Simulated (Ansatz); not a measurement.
# Electron scattering at the Σ5 (310) boundary in bcc Nb, part 2 of 3

Wanted: what the Σ5 (310) boundary in bcc Nb costs an interconnect.

Ansatz 0.2.0; Ansatz plane-wave DFT, r2SCAN, PAW files; relaxation of a bicrystal slab with its lowest layers held; PAW set soft_1 (the session's first sound run).

So far. Step 2 (Relaxing the bicrystal): The largest force component on a free atom ends at 0.020 eV/Å, under the tolerance of 0.03, after 13 steps.

## (3) Transmission across the boundary

This step: Ansatz plane-wave DFT, r2SCAN, PAW files; ballistic transport by layer matching (Landauer), zero bias; boundary relaxed in a short slab, bulk layers laid on; PAW set soft_1 (Ansatz 0.2.0).

System of this step: Σ5 (310) boundary in bcc Nb. The cell holds 42 atoms: 42 Nb. Cell: a = 5.483 Å, b = 3.306 Å, c = 50.968 Å, α = 90.0°, β = 90.0°, γ = 72.5°. It derives from Nb. Regions: lower grain, 17 atoms (17 Nb); boundary, 12 atoms (12 Nb); upper grain, 13 atoms (13 Nb). Vacuum lies along c.

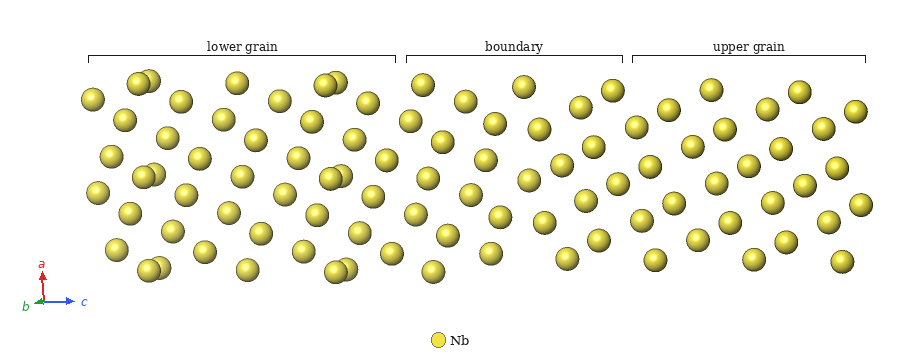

The cell of this step (niobium yellow). 2×1×1 cells are drawn. Some periodic images of atoms are drawn too.

input.yaml

```yaml
crystal:
  lattice:
    - [5.4828782722, 0.0, 0.0]
    - [0.9968869586, 3.1524333588, 0.0]
    - [0.0, 0.0, 50.9675794569]
  atoms:
    - { symbol: Nb, position: [-9.1999999998, -6.8999999998, 0.0784812628] }
    - { symbol: Nb, position: [-8.7999999998, -6.5999999998, 0.0989951635] }
    - { symbol: Nb, position: [-8.3999999998, -6.2999999999, 0.1195090642] }
    - { symbol: Nb, position: [-7.9999999998, -5.9999999999, 0.1400229649] }
    - { symbol: Nb, position: [-7.5999999998, -5.6999999999, 0.1605368656] }
    - { symbol: Nb, position: [-7.1999999998, -5.3999999999, 0.1810507662] }
    - { symbol: Nb, position: [-6.7999999998, -5.0999999999, 0.2015646669] }
    - { symbol: Nb, position: [-6.3999999998, -4.7999999999, 0.2220785676] }
    - { symbol: Nb, position: [-5.9999999998, -4.4999999999, 0.2425924683] }
    - { symbol: Nb, position: [-5.5999999998, -4.1999999999, 0.263106369] }
    - { symbol: Nb, position: [-5.1999999998, -3.9, 0.2836202696] }
    - { symbol: Nb, position: [-4.7999999998, -3.6, 0.3041341703] }
    - { symbol: Nb, position: [-4.3999999999, -3.3, 0.324648071] }
    - { symbol: Nb, position: [-3.9999999999, -3.0, 0.3451619717] }
    - { symbol: Nb, position: [-3.5999999999, -2.7, 0.3656758723] }
    - { symbol: Nb, position: [-3.1999999999, -2.4, 0.386189773] }
    - { symbol: Nb, position: [-2.7999999999, -2.1, 0.4067036737] }
    - { symbol: Nb, position: [0.6000000001, 0.1999999999, 0.4272175744] }
    - { symbol: Nb, position: [-0.0030617724, 0.5015308862, 0.4464508468] }
    - { symbol: Nb, position: [0.3962177484, 0.8018911258, 0.4681392015] }
    - { symbol: Nb, position: [0.8113175005, 0.0943412497, 0.487715498] }
    - { symbol: Nb, position: [0.1941669919, 0.402916504, 0.5097928485] }
    - { symbol: Nb, position: [0.5939789591, 0.7030105205, 0.5256200076] }
    - { symbol: Nb, position: [-0.0298245049, 0.0149122525, 0.5515777132] }
    - { symbol: Nb, position: [0.5389764658, 0.7305117671, 0.574301814] }
    - { symbol: Nb, position: [0.1460026466, 0.4269986767, 0.5934433204] }
    - { symbol: Nb, position: [0.7585557598, 0.1207221201, 0.6139670786] }
    - { symbol: Nb, position: [0.3572506654, 0.8213746673, 0.6338530779] }
    - { symbol: Nb, position: [-0.0457282079, 0.5228641039, 0.6548380283] }
    - { symbol: Nb, position: [-2.4457282079, -1.777135896, 0.675351929] }
    - { symbol: Nb, position: [-2.8457282079, -2.077135896, 0.6958658297] }
    - { symbol: Nb, position: [-3.2457282079, -2.377135896, 0.7163797304] }
    - { symbol: Nb, position: [-3.6457282079, -2.677135896, 0.736893631] }
    - { symbol: Nb, position: [-4.0457282078, -2.977135896, 0.7574075317] }
    - { symbol: Nb, position: [-4.4457282078, -3.277135896, 0.7779214324] }
    - { symbol: Nb, position: [-4.8457282078, -3.577135896, 0.7984353331] }
    - { symbol: Nb, position: [-5.2457282078, -3.877135896, 0.8189492338] }
    - { symbol: Nb, position: [-5.6457282078, -4.1771358959, 0.8394631344] }
    - { symbol: Nb, position: [-6.0457282078, -4.4771358959, 0.8599770351] }
    - { symbol: Nb, position: [-6.4457282078, -4.7771358959, 0.8804909358] }
    - { symbol: Nb, position: [-6.8457282078, -5.0771358959, 0.9010048365] }
    - { symbol: Nb, position: [-7.2457282078, -5.3771358959, 0.9215187372] }
kpoints:
  mp_grid: { grid: [8, 8, 1] }
hamiltonian:
  xc: r2scan
  pseudopotentials: { kind: paw, azcp: { folder: soft_1 } }
scf:
  occupations: { method: fermi_dirac, width: 0.1 }
output:
  transmission:
    leads: [[9, 10], [34, 35]]
    kmesh: [20, 20]
    e_range: [-0.1, 0.1]
    de: 0.05
  write_potential: true
  write_density: true
  volumetric_format: npy
  elf: true
```

Run with:

```console
$ ansatz run input.yaml --threads 4 --pin off --max-ram 15360MiB --backend cpu --events-out ev --progress --plain --runs-dir out
```

Numbers of over 12 decimals in the logs are rounded to 6 here.

Log:

```text
[...]
Crystal: 42 atoms, lattice volume = 880.944 Å³
Basis set: ecut = 500 eV, 22109 PW (Γ), exchange–correlation on 160×100×1500 points (64 copies of the dense FFT grid, shifted against one another)
Bands: 328, of which v1, the nominal top of the filled ones, is band 273 counted from 1 (272 counted from 0)
Symmetry: 2 space group operations
[...]
k-points: 21 of 64 (time reversal used)
[...]
SCF iter   1: F=—  HF=-191691.506440 eV  |F-HF|=—  |Δ(HF+E_count)|=         —  Δρ=7.93e-2  dr2=1.31e3  dr2_τ=2.04e0  ethr=3.10e-3  ⟨swp⟩=8.4  Hψ=27819  notcnv=0  defer=17
[...]
SCF iter  12: F=-191667.422061 eV  HF=-191667.422061 eV  |F-HF|=1.36e-8  |Δ(HF+E_count)|=   2.78e-7  Δρ=1.50e-6  dr2=5.44e-8  dr2_τ=2.41e-9  ethr=1.83e-11  ⟨swp⟩=21.5  Hψ=27264  notcnv=0
SCF 1 converged in 12 iterations: F = -191667.422061 eV  dr2 = 5.44e-8
[...]
transmission: 589 of 5883 steps passed
transmission: 1180 of 5883 steps passed
[...]
transmission: 5883 of 5883 steps passed
WARN: The output density's exchange-correlation potential varies sharply where the density is thin. Do not read a vacuum level from v_tot or v_xc, or from such a field of the output density. On a cell that repeats whose density bears no net charge and no dipole along the vacuum's axis use v_es (v_loc + v_h of the components); under efield.dipole_correction with no amplitude use v_es + v_field, which holds any externa [...]
SCF converged after 12 iterations
Free energy (F): -191667.422061 eV
[...]
Internal energy: -191665.610689 eV  (E = F + TS)
E sigma→0 (E₀):  -191666.516375 eV
Entropy (-TS):   -1.811372 eV (-43.128 meV/atom)
Fermi energy:    14.845304 eV
[...]
--- Band table (eV; the first three rows and the last of 21) ---
  k-point 0: bands = [... 269 lower, 15.1743, 15.2098, 15.2188, 15.2220, 15.2430, 15.2479, 15.2614, 15.2695, ... 51 higher]
  k-point 1: bands = [... 269 lower, 14.8895, 14.9005, 14.9298, 14.9562, 14.9821, 15.0233, 15.0366, 15.0747, ... 51 higher]
  k-point 2: bands = [... 269 lower, 14.5049, 14.5275, 14.5454, 14.5650, 14.6089, 14.6442, 14.6641, 14.6942, ... 51 higher]
  k-point 20: bands = [... 269 lower, 15.0287, 15.0667, 15.0992, 15.1770, 15.2174, 15.2495, 15.2951, 15.3069, ... 51 higher]
--- Transmission ---
  basis      : 173 plane waves across, 53 finite elements along
  points     : 111, standing for a mesh of 20 x 20
  energies   : 5 from -0.100000 to 0.100000 eV about the Fermi level, 0.050000 eV apart; the leads are filled to 0.000000 eV, and channels, transmission and decay are at 0.000000 eV
  crystal 0  : Nb2, at the sites [9, 10], period 2.0911 Å, over 18.82 Å; its Hamiltonian steps by up to 6.5 meV
    offset         : up to 0.0000 Å between an atom of the period and one for which it stands
    channels       : 4.182500e0 a spin
    conductance    : none, the energies end too early or step too widely for 300 K: set another output.transmission.e_range or a lower de, or, where they end at an eighth of basis.ecutwfc, a higher one
[...]
channels       : 4.182500e0 a spin
[...]
junction   : crystal 0 to crystal 1, 12.89 to 38.08 Å
    transmission   : 2.087836e0 a spin
[...]
```

Run time: 13 min. Hardware: 4 threads of AMD EPYC 9R14 (Zen 4), shared host; peak memory 12 GiB; 48 min of CPU time.

Numbers from this step:

```yaml
free_energy: -191667.4221 eV
energy_at_zero_smearing: -191666.5164 eV
fermi_energy: 14.85 eV
cell_area: 17.28 Å²
transmission_per_spin_nearest_the_fermi_level: 2.088
open_channels_per_spin_nearest_the_fermi_level: 4.183
open_channels_per_spin_upper_lead: 4.183
step_of_the_lead_s_potential: 6.5 meV
step_of_the_upper_lead_s_potential: 6.2 meV
```

Per spin. Transmission, zone mean against energy, zero at the Fermi level:

```csv
energy (eV),"transmission, zone mean"
-0.1000,2.32
-0.0500,2.18
0.0000,2.09
0.0500,1.99
0.1000,1.91
```

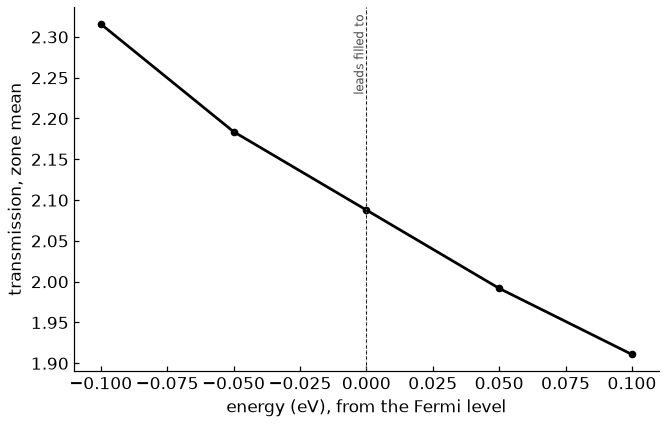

Transmission, zone mean against energy.

Per spin. Open channels, zone mean against energy, zero at the Fermi level:

```
energy (eV)  lead  upper lead
    -0.1000  4.68        4.69
    -0.0500  4.42        4.42
     0.0000  4.18        4.18
     0.0500  4.01        4.01
     0.1000  3.88        3.87
```

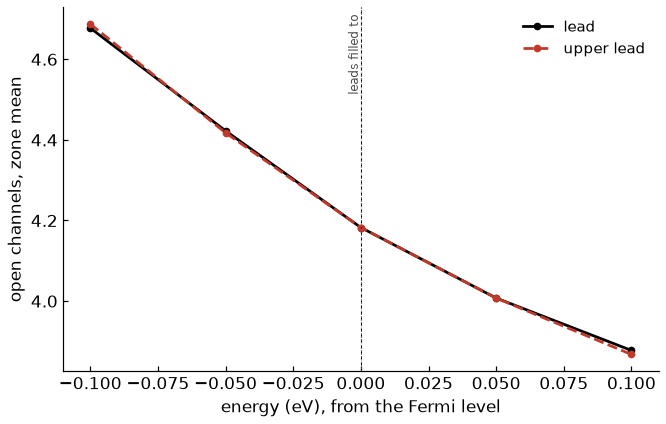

Open channels, zone mean against energy.

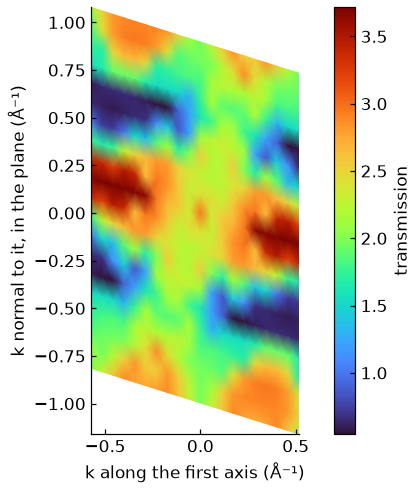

Transmission over k1 and k2. At 0.0000 eV from the Fermi level.

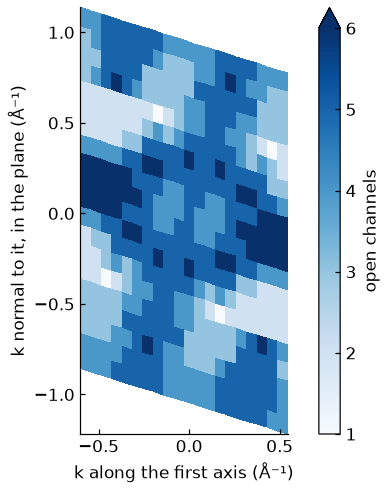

Open channels over k1 and k2. At 0.0000 eV from the Fermi level.

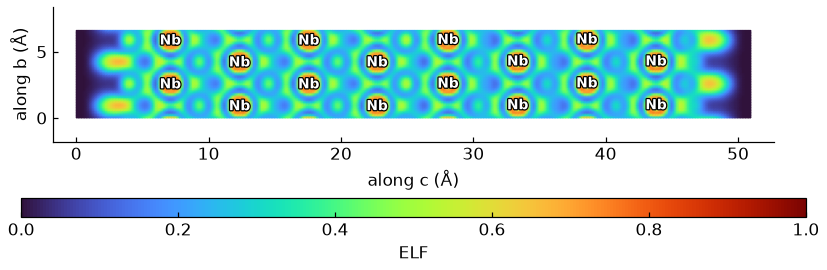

ELF in the cb plane at fractional x = 0.970, with atoms of Nb within 0.2 Å of it. It is the smooth field of the valence electrons, not physical close to the nuclei. The map starts off the cell's origin, so that atoms lie inside it.

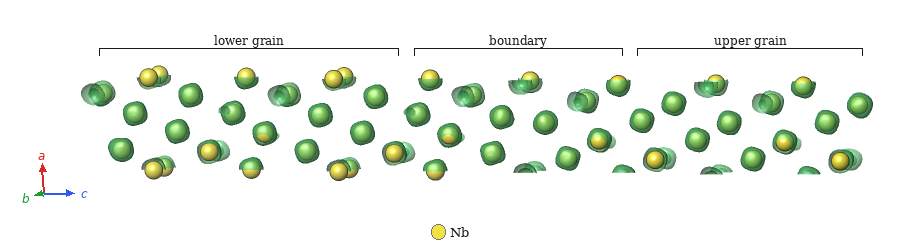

Surface of ELF = 0.7.

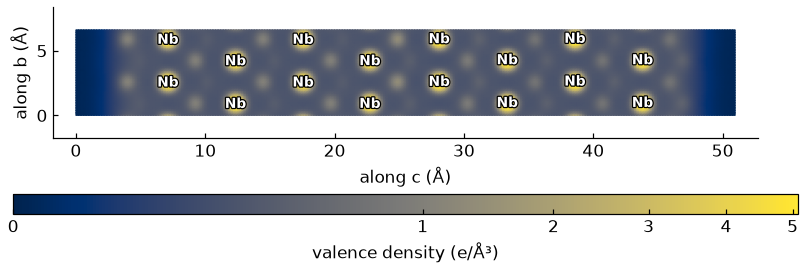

Valence density in the cb plane at fractional x = 0.970, with atoms of Nb within 0.2 Å of it. It is the smooth field of the valence electrons, not physical close to the nuclei. The map starts off the cell's origin, so that atoms lie inside it. The colour scale is stretched toward low values.

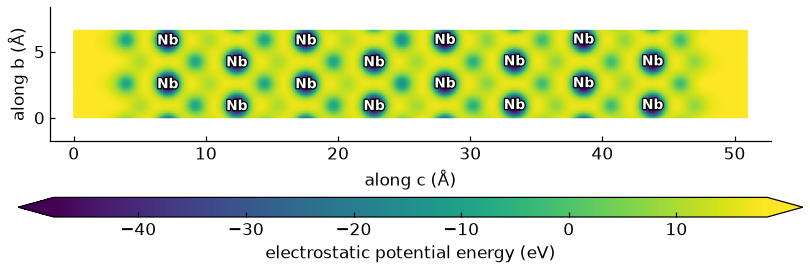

Electrostatic potential energy in the cb plane at fractional x = 0.970, with atoms of Nb within 0.2 Å of it. With pseudopotentials it is smooth inside the atoms' cores, unlike the true potential. The map starts off the cell's origin, so that atoms lie inside it.

Over the solved energies the transmission per spin lies between 1.91 and 2.32, out of 4.23 channels of the lead on average (up to 4.68).

## (4) Specific resistance

This step: Ansatz plane-wave DFT, r2SCAN, PAW files; ballistic transport by layer matching (Landauer), zero bias; specific resistance of the boundary; PAW set soft_1 (Ansatz 0.2.0).

Numbers from this step:

```yaml
area_resistance: 0.5363 fΩ m²
t_over_the_leads_mean_channel_count: 0.4956
```

Averaged over the energies near the Fermi level, 49.6 % of the channels pass, which makes 0.536 fΩ m².

By hand, with T and the leads' channels N averaged over the energies near the Fermi level: RA = A (h/2e²)(1/T − ½[1/N₁ + 1/N₂]) = 17.28×10⁻²⁰ m² × 12 906 Ω × (1/2.098 − ½[1/4.234 + 1/4.232]) = 0.536 fΩ m².

(Continued in part 3 of 3.)

[Logs are printed without paths, hosts, clocks, repeated set-up lines and the standing remarks that a program may print on its own settings, such as how far it seeks lower states.]

[Hosts, paths, dates, database ids (printed as entryN), source tags and the programs' standing remarks are cut or masked in the printed files.]
